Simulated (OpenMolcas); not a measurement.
# A workflow on BCNF2 (SMILES N#CB(F)F)

Wanted: the energy (HF/ANO-R0), then the energy (CASSCF(2,2)/ANO-R1), then an energy scan (CASPT2(2,2)/ANO-R1), then the energy along one coordinate (SC-NEVPT2(2,2)/ANO-R1), then the energy along one coordinate (MC-PDFT[tPBE](2,2)/ANO-R1) of BCNF2. 

The calculation is run with OpenMolcas 26.06.

## 1. The molecule

The species is BCNF2 (5 atoms), meant as a singlet with charge 0. As SMILES, `N#CB(F)F`. Geometry: relaxed at PBE0-D4/def2-TZVP.

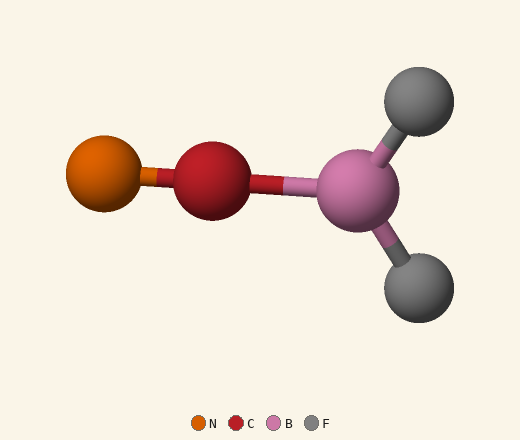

Viewed from a chosen angle; nitrogen orange, carbon red, boron pink, fluorine grey.

## 2. A single-point energy at HF/ANO-R0 (sfX2C) (run 1)

geom.xyz

```xyz
5

N     -0.715100     1.789700     0.801000
C     -0.319400     0.804800     0.359300
B      0.212000    -0.517400    -0.233800
F      1.451200    -0.872800    -0.026200
F     -0.578700    -1.277900    -0.941900
```

step1.inp

```
* CBF2N Hartree-Fock
&GATEWAY
Coord = geom.xyz
Basis = ANO-R0
Group = NoSym
&SEWARD
&SCF
PrOrbitals = 0
&LOCALISATION
Occupied
Freeze
Pipek-Mezey
&LOCALISATION
FileOrb = $Project.LocOrb
Virtual
Pipek-Mezey
```

Launch:

```console
$ export MOLCAS_MEM=1860
$ pymolcas step1.inp > step1.log
```

The log of the run:

```text
--- Start Module: gateway ---
[...]
--- Stop Module: gateway /rc=_RC_ALL_IS_WELL_ ---
[...]
      Basis functions           25
[...]
       Convergence after  12 Iterations
[...]
::    Total SCF energy                               -315.8731761792
[...]
      Total spin, S                                     0.0000000000
[...]
      Total electronic charge=   36.000000
      Total            charge=   -0.000000
[...]
      Dipole Moment (debye):
      Origin of the operator (angstrom)=    0.0675   -0.1578   -0.0725
                   X=  5.0644E-01               Y= -1.2603E+00               Z= -5.6538E-01           Total=  1.4712E+00
      Quadrupole Moment (debye*angstrom):
[...]
--- Start Module: localisation ---
[...]
--- Stop Module: localisation /rc=_RC_ALL_IS_WELL_ ---
--- Start Module: localisation ---
[...]
--- Stop Module: localisation /rc=_RC_ALL_IS_WELL_ ---
[...]
```

Run time: 1.7 s. Hardware: 1 thread of Intel Xeon 6975P-C (Granite Rapids), shared host; peak memory 0.38 GiB.

## 3. A single-point energy at CASSCF(2,2)/ANO-R1 (sfX2C) (run 2)

geom.xyz is that of step 2.

step2.inp

```
* CBF2N CASSCF

&GATEWAY
 Coord
 geom.xyz
 Basis
 ANO-R0
 Group
 NoSym

&SEWARD

&RASSCF
 FileOrb
 $CurrDir/step1.LocOrb
 Alter
 2
 1 9 18
 1 19 23
 Spin
 1
 Nactel
 2 0 0
 Inactive
 17
 Ras2
 2
 OrbListing
 Nothing
>>> COPY $Project.RunFile RUNFIL1
>>> COPY $Project.RasOrb INPORB

&GATEWAY
 Coord
 geom.xyz
 Basis
 ANO-R1
 Group
 NoSym

&SEWARD
>>> COPY $Project.RunFile RUNFIL2

&EXPBAS

&RASSCF
 FileOrb
 $Project.ExpOrb
 Spin
 1
 Nactel
 2 0 0
 Inactive
 17
 Ras2
 2
 OrbListing
 Nothing
```

Launch:

```console
$ export MOLCAS_MEM=1860
$ pymolcas step2.inp > step2.log
```

The log of the run:

```text
--- Start Module: gateway ---
[...]
--- Stop Module: gateway /rc=_RC_ALL_IS_WELL_ ---
[...]
      Basis functions           25
[...]
      Number of active orbitals                  2
[...]
      Spin quantum number                      0.0
[...]
      Active orbitals                            2
[...]
      Number of CSFs                             3
[...]
      Number of root(s) required                 1
[...]
      Convergence after  8 iterations
[...]
      printout of CI-coefficients larger than  0.05 for root  1
      energy=    -315.881715
      conf/sym  11     Coeff  Weight
             1  20   0.99759 0.99518
             3  02  -0.06942 0.00482
      Natural orbitals and occupation numbers for root  1
      sym 1:   1.990363   0.009637
      ************************************************************************************************************************
      *                                                    Final results                                                     *
[...]
::    RASSCF root number  1 Total energy:   -315.88171531
[...]
      Basis functions           70
[...]
--- Start Module: expbas ---
[...]
--- Stop Module: expbas /rc=_RC_ALL_IS_WELL_ ---
--- Start Module: rasscf ---
[...]
      Convergence after 13 iterations
[...]
      Natural orbitals and occupation numbers for root  1
      sym 1:   1.989378   0.010622
      ************************************************************************************************************************
      *                                                    Final results                                                     *
[...]
::    RASSCF root number  1 Total energy:   -316.34339293
[...]
      Total electronic charge=   36.000000
      Total            charge=   -0.000000
[...]
      Dipole Moment (debye):
      Origin of the operator (angstrom)=    0.0675   -0.1578   -0.0725
                   X=  5.9476E-01               Y= -1.4805E+00               Z= -6.6408E-01           Total=  1.7282E+00
      Quadrupole Moment (debye*angstrom):
[...]
--- Stop Module: rasscf /rc=_RC_ALL_IS_WELL_ ---
[...]
```

Wall time 7.2 s (1 thread of Intel Xeon 6975P-C (Granite Rapids), shared host); peak memory 0.43 GiB.

## 4. An energy scan at CASPT2(2,2)/ANO-R1 (sfX2C, ipea shift 0.25 Eh, pt2 variant SS) (run 3)

step3.input

```
>>> COPY $CurrDir/step2.RasOrb $Project.RasOrb
>>> ForEach K in (1, 2, 3, 4, 5, 6, 7, 8, 9)

&GATEWAY
  COORD=$CurrDir/point$K.xyz
  BASIS=ANO-R1
  GROUP=NoSym

&SEWARD

&RASSCF
  FILEORB=$Project.RasOrb
  SPIN=1
  NACTEL=2 0 0
  INACTIVE=17
  RAS2=2
  ORBLISTING=Nothing

&CASPT2
  IMAGINARY=0.2
  FROZEN=5
>>> EndDo
```

Launch:

```console
$ export MOLCAS_MEM=1860
$ pymolcas step3.input > step3.log
```

The log of the run (excerpt; [...] marks lines left out):

```text
[...]
      Basis functions           70
[...]
      Number of active orbitals                  2
[...]
      Spin quantum number                      0.0
[...]
      Active orbitals                            2
[...]
      Number of CSFs                             3
[...]
      Number of root(s) required                 1
[...]
      Convergence after 12 iterations
[...]
      Natural orbitals and occupation numbers for root  1
      sym 1:   1.993580   0.006420
      ************************************************************************************************************************
      *                                                    Final results                                                     *
[...]
::    RASSCF root number  1 Total energy:   -316.32063891
[...]
      E2 (Variational):          -0.7359925215
[...]
::    CASPT2 Root  1     Total energy:   -317.05663143
[...]
      Convergence after 12 iterations
[...]
      Natural orbitals and occupation numbers for root  1
      sym 1:   1.989395   0.010605
      ************************************************************************************************************************
      *                                                    Final results                                                     *
[...]
      Convergence after 12 iterations
[...]
      Natural orbitals and occupation numbers for root  1
      sym 1:   1.854618   0.145382
      ************************************************************************************************************************
      *                                                    Final results                                                     *
[...]
      Convergence after 11 iterations
[...]
      Natural orbitals and occupation numbers for root  1
      sym 1:   1.656476   0.343524
      ************************************************************************************************************************
      *                                                    Final results                                                     *
[...]
      Convergence after 12 iterations
[...]
::    RASSCF root number  1 Total energy:   -316.13358345
[...]
::    CASPT2 Root  1     Total energy:   -316.85638674
[...]
      Convergence after  9 iterations
[...]
::    RASSCF root number  1 Total energy:   -316.12834300
[...]
      E2 (Variational):          -0.7202614693
[...]
::    CASPT2 Root  1     Total energy:   -316.84860447
[...]
```

Wall time 50 s (1 thread of Intel Xeon 6975P-C (Granite Rapids), shared host); peak memory 0.43 GiB.

The scan, from its lowest point:

```
B3–C2 (Å)  energy (kJ/mol)
    1.389             50.4
    1.543              0.0
    1.698             21.4
    1.929            108.1
    2.238            245.2
    2.624            391.4
    3.087            508.0
    3.704            576.2
    4.630            596.6
```

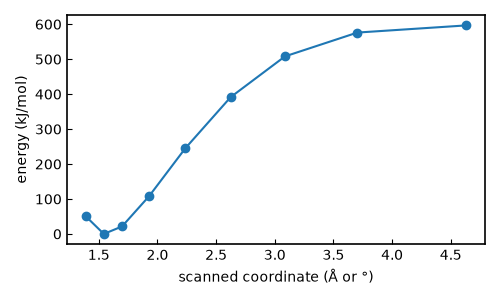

Energy along the scan.

## 5. An energy scan at SC-NEVPT2(2,2)/ANO-R1 (sfX2C, pt2 variant SC-NEVPT2) (run 4)

step4.input

```
>>> EXPORT MOLCAS_PRINT=2
>>> COPY $CurrDir/step2.RasOrb $Project.RasOrb
>>> ForEach K in (1, 2, 3, 4, 5, 6, 7, 8, 9)
&GATEWAY
Coord=$CurrDir/point$K.xyz
Basis=ANO-R1
Group=NoSym
&SEWARD
&RASSCF
FileOrb=$Project.RasOrb
Spin=1
Nactel=2 0 0
Inactive=17
Ras2=2
OrbListing=Nothing
&CASPT2
SC-NEVPT2
Frozen=5
>>> EndDo
```

Launch:

```console
$ export MOLCAS_MEM=1860
$ pymolcas step4.input > step4.log
```

The log of the run (excerpt; [...] marks lines left out):

```text
[...]
      Basis functions           70
[...]
      Number of active orbitals                  2
[...]
      Spin quantum number                      0.0
[...]
      Active orbitals                            2
[...]
      Number of CSFs                             3
[...]
      Number of root(s) required                 1
[...]
      Convergence after 12 iterations
[...]
      Natural orbitals and occupation numbers for root  1
      sym 1:   1.993580   0.006420
      ************************************************************************************************************************
      *                                                    Final results                                                     *
[...]
::    RASSCF root number  1 Total energy:   -316.32063891
[...]
      E2 (Variational):          -0.7307081953
[...]
::    SC-NEVPT2 Root  1     Total energy:   -317.05129968
[...]
      Convergence after 12 iterations
[...]
      Natural orbitals and occupation numbers for root  1
      sym 1:   1.989395   0.010605
      ************************************************************************************************************************
      *                                                    Final results                                                     *
[...]
      Convergence after 12 iterations
[...]
      Natural orbitals and occupation numbers for root  1
      sym 1:   1.854618   0.145382
      ************************************************************************************************************************
      *                                                    Final results                                                     *
[...]
      Convergence after 11 iterations
[...]
      Natural orbitals and occupation numbers for root  1
      sym 1:   1.656476   0.343524
      ************************************************************************************************************************
      *                                                    Final results                                                     *
[...]
      Convergence after 12 iterations
[...]
::    RASSCF root number  1 Total energy:   -316.13358345
[...]
::    SC-NEVPT2 Root  1     Total energy:   -316.85074850
[...]
      Convergence after  9 iterations
[...]
::    RASSCF root number  1 Total energy:   -316.12834300
[...]
      E2 (Variational):          -0.7148678994
[...]
::    SC-NEVPT2 Root  1     Total energy:   -316.84321090
[...]
```

It took 49 s on 1 thread of Intel Xeon 6975P-C (Granite Rapids), shared host; peak memory 0.43 GiB.

The scan, from its lowest point:

```
B3–C2 (Å)  energy (kJ/mol)
    1.389             51.3
    1.543              0.0
    1.698             20.1
    1.929            105.0
    2.238            241.1
    2.624            388.2
    3.087            508.2
    3.704            577.9
    4.630            597.7
```

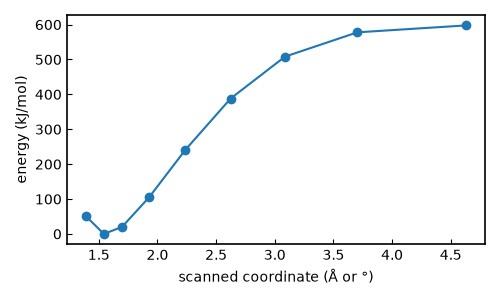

Energy along the scan.

## 6. An energy scan at MC-PDFT[tPBE](2,2)/ANO-R1 (sfX2C) (run 5)

step5.inp

```
>>> COPY $CurrDir/step2.RasOrb $Project.RasOrb
>>> ForEach K in (1, 2, 3, 4, 5, 6, 7, 8, 9)

&gateway
  coord
  $CurrDir/point$K.xyz
  basis
  ANO-R1
  group
  NoSym

&seward

&rasscf
  fileorb
  $Project.RasOrb
  spin
  1
  nactel
  2 0 0
  inactive
  17
  ras2
  2
  orblisting
  Nothing

&mcpdft
  ksdft
  T:PBE
>>> EndDo
```

Launch:

```console
$ export MOLCAS_MEM=1860
$ pymolcas step5.inp > step5.log
```

The log of the run (excerpt; [...] marks lines left out):

```text
--- Start Module: gateway ---
[...]
      Basis functions           70
[...]
      Number of active orbitals                  2
[...]
      Spin quantum number                      0.0
[...]
      Active orbitals                            2
[...]
      Number of CSFs                             3
[...]
      Number of root(s) required                 1
[...]
      Convergence after 12 iterations
[...]
      Natural orbitals and occupation numbers for root  1
      sym 1:   1.993580   0.006420
      ************************************************************************************************************************
      *                                                    Final results                                                     *
[...]
::    RASSCF root number  1 Total energy:   -316.32063891
[...]
::    MCPDFT root number  1 Total energy:   -317.42799948
[...]
      Convergence after 12 iterations
[...]
      Natural orbitals and occupation numbers for root  1
      sym 1:   1.989395   0.010605
      ************************************************************************************************************************
      *                                                    Final results                                                     *
[...]
      Convergence after 12 iterations
[...]
      Natural orbitals and occupation numbers for root  1
      sym 1:   1.854618   0.145382
      ************************************************************************************************************************
      *                                                    Final results                                                     *
[...]
      Convergence after 11 iterations
[...]
      Natural orbitals and occupation numbers for root  1
      sym 1:   1.656476   0.343524
      ************************************************************************************************************************
      *                                                    Final results                                                     *
[...]
      Convergence after 12 iterations
[...]
::    RASSCF root number  1 Total energy:   -316.13358345
[...]
::    MCPDFT root number  1 Total energy:   -317.21450602
[...]
      Convergence after  9 iterations
[...]
::    RASSCF root number  1 Total energy:   -316.12834300
[...]
      Total electronic charge=   36.000000
      Total            charge=   -0.000000
[...]
::    MCPDFT root number  1 Total energy:   -317.20508838
[...]
```

Run time: 50 s. Hardware: 1 thread of Intel Xeon 6975P-C (Granite Rapids), shared host; peak memory 0.43 GiB.

The scan, from its lowest point:

```
B3–C2 (Å)  energy (kJ/mol)
    1.389             46.4
    1.543              0.0
    1.698             22.5
    1.929            108.5
    2.238            243.5
    2.624            389.2
    3.087            517.0
    3.704            606.9
    4.630            631.7
```

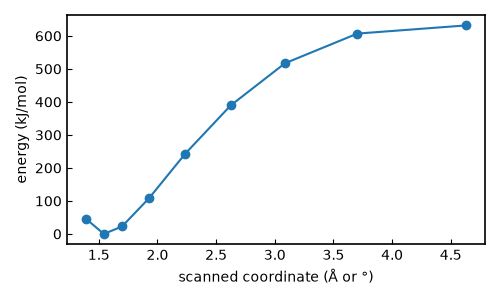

Energy along the scan.

## 7. What came out

| quantity | value |
| --- | --- |
| run 1, HF/ANO-R0: total energy | -315.87318 Eh |
| run 1, HF/ANO-R0: dipole moment | 1.47 D |
| run 1, HF/ANO-R0: HOMO energy | -14.03 eV |
| run 1, HF/ANO-R0: LUMO energy | 2.74 eV |
| run 1, HF/ANO-R0: HOMO–LUMO gap | 16.77 eV |
| run 2, CASSCF(2,2)/ANO-R1: total energy | -316.34339 Eh |
| run 2, CASSCF(2,2)/ANO-R1: dipole moment (CASSCF density) | 1.73 D |
| run 3, CASPT2(2,2)/ANO-R1: lowest energy of the scan | -317.07585 Eh |
| run 4, SC-NEVPT2(2,2)/ANO-R1: lowest energy of the scan | -317.07085 Eh |
| run 5, MC-PDFT[tPBE](2,2)/ANO-R1: lowest energy of the scan | -317.44568 Eh |
